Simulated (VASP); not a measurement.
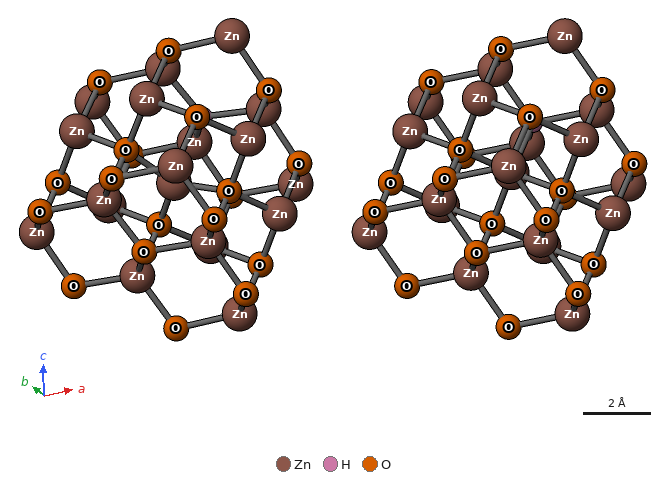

Two geometries of a defect cell of composition Zn24HO23, drawn at one scale. One is the start of a relaxation, the other its converged end. A ball-and-stick model of the atoms within 5.0 Å of the atom that moves most (axes of the cell of the calculation (origin shifted)), seen slightly off an axis.

Theory: Kohn-Sham DFT of a periodic cell, PBE, VASP PAW PBE potentials, recommended in VASP 6.6.1. (plane-wave cutoff 450 eV; k-point mesh 2 × 2 × 2; occupations gaussian; smearing width 0.01 eV; no spin polarisation)

Question: Which of the two is the end point?

Answer: The left one is the relaxed one. The run lets the atoms move in a fixed cell. After 40 geometry steps the energy has fallen by 0.216 eV per cell of the calculation. Largest force component: 0.67 eV/Å at the start, 0.016 eV/Å at the end. A Zn atom moves most: 0.44 Å along [−1 −1 −1]. Largest moves by element: Zn 0.44 Å, H 0.26 Å, O 0.06 Å. The cell doesn't change. Among the contacts that change: H–Zn 2.011 → 2.703 Å, H–Zn 2.002 → 1.929 Å, O–Zn 2.002 → 1.933 Å, O–Zn 2.011 → 2.047 Å. Among the angles between lasting bonds that change: Zn–O–Zn 108.6° → 97.6°, O–Zn–O 110.3° → 118.6°, Zn–O–Zn 110.3° → 115.2°.

Limits of the set-up: the periodic images lie only 8.4 Å apart, so the values are limited by the cell's size.
